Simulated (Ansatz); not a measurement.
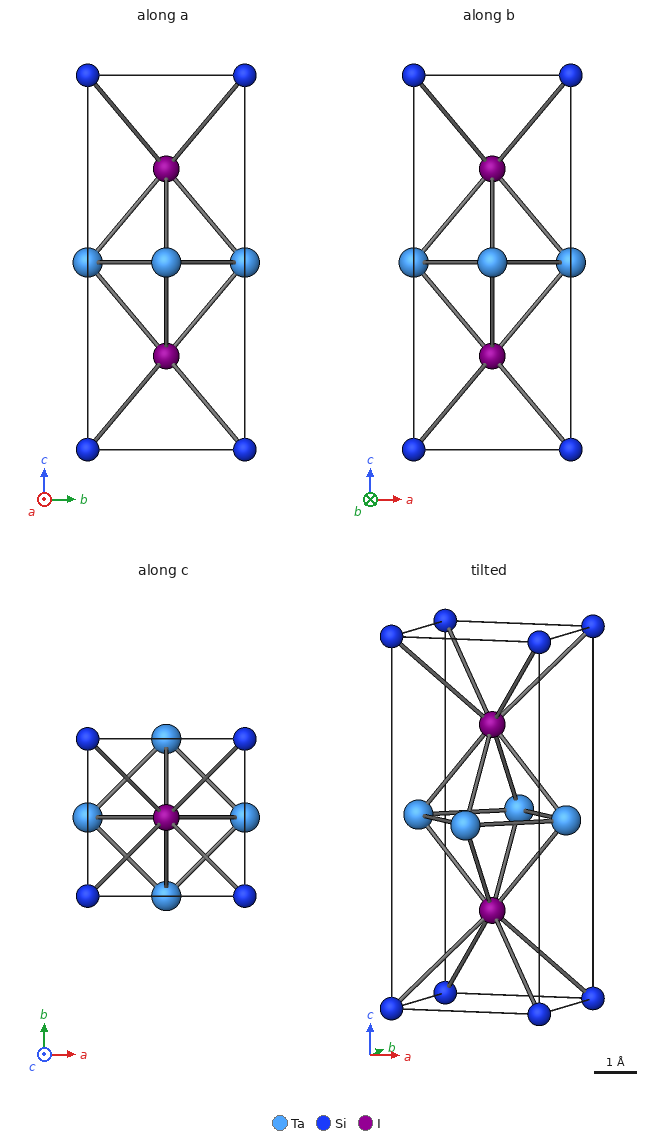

Shown here is a ball-and-stick view of the crystal, taken along the a axis, along the b axis, along the c axis and slightly off an axis. Lines trace the edges of the conventional unit cell.

Lattice parameters: a = 3.822 Å, b = 3.822 Å, c = 9.104 Å, α = 90.00°, β = 90.00°, γ = 90.00°.

### Record the structure as a table of Wyckoff sites.

Space group P4/mmm (No. 123).
```json
{"atom": "Ta", "site": "2e", "x": "0.0000", "y": "0.5000", "z": "0.5000"}
{"atom": "Si", "site": "1a", "x": "0.0000", "y": "0.0000", "z": "0.0000"}
{"atom": "I", "site": "2h", "x": "0.5000", "y": "0.5000", "z": "0.2501"}
```

Starting structure: a structure type filled with these elements by a generator (whether the compound takes this form wasn't checked). The picture shows the end point of a geometry optimisation with Ansatz, DFT PBE, scalar-relativistic, plane waves, PAW.
